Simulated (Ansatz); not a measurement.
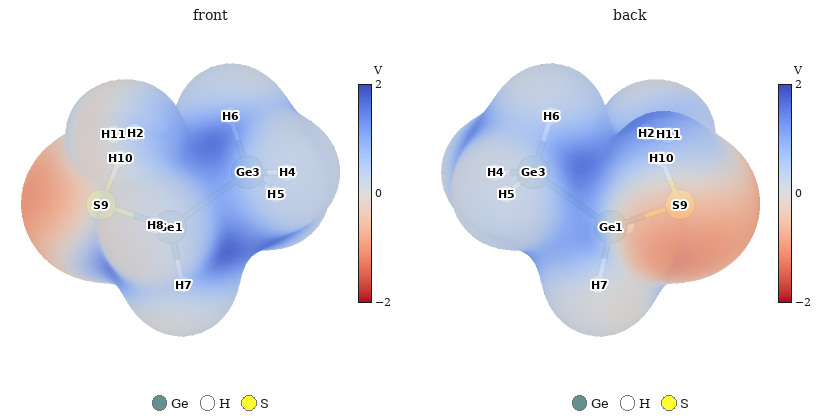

*Ge$_{2}$H$_{6}$S···H$_{2}$. The molecular electrostatic potential painted on the density surface at 0.002 e/bohr³, seen from the front and from behind; red is negative and blue positive.*

Not at a stationary point (largest force 1.6 eV/Å).

Level of theory: Ansatz 0.2.0, RHF/def2-SVP.

The calculation's input:

```
crystal:
  periodic: [false, false, false]
  atoms:
    - { symbol: Ge, position_ang: [0.0, 0.0, 0.0] }
    - { symbol: H, position_ang: [0.0, 0.0, 1.9] }
    - { symbol: Ge, position_ang: [2.2632, 0.0, -0.7992] }
    - { symbol: H, position_ang: [2.7487, -1.4611, -0.9782] }
    - { symbol: H, position_ang: [2.3309, 0.7367, -2.1612] }
    - { symbol: H, position_ang: [3.1736, 0.7244, 0.225] }
    - { symbol: H, position_ang: [-0.73, 1.2648, -0.5162] }
    - { symbol: H, position_ang: [-0.73, -1.2648, -0.5162] }
    - { symbol: S, position_ang: [1.3373, 2.0168, 0.8041] }
    - { symbol: H, position_ang: [2.4142, 1.5819, 1.5858] }
    - { symbol: H, position_ang: [0.5398, 0.814, 1.9513] }
basis:
  gaussian: { orbitals: def2-SVP }
hamiltonian:
  xc: hf
relax:
  f_tol: 0.15
  max_steps: 25
  restrain:
    - { distance: [0, 8], at: 2.25, k: 30.0 }
    - { distance: [10, 1], at: 0.66, k: 30.0 }
    - { distance: [0, 1], at: 2.75, k: 30.0 }
    - { distance: [10, 8], at: 2.6, k: 30.0 }
output:
  orbitals: {}
```

Command:

```sh
ansatz run input.yaml --threads 2 --pin off --max-ram 3072MiB --backend cpu --events-out ev --progress --plain --runs-dir out
```

The fields are those of the run's last geometry, not of the input's.

Describe the electrostatic potential map.

Answer. The most negative region (about −1.0 V, or −23 kcal/mol for a unit charge) lies over S9, the most positive (about +1.7 V, or +39 kcal/mol for a unit charge) over Ge1.
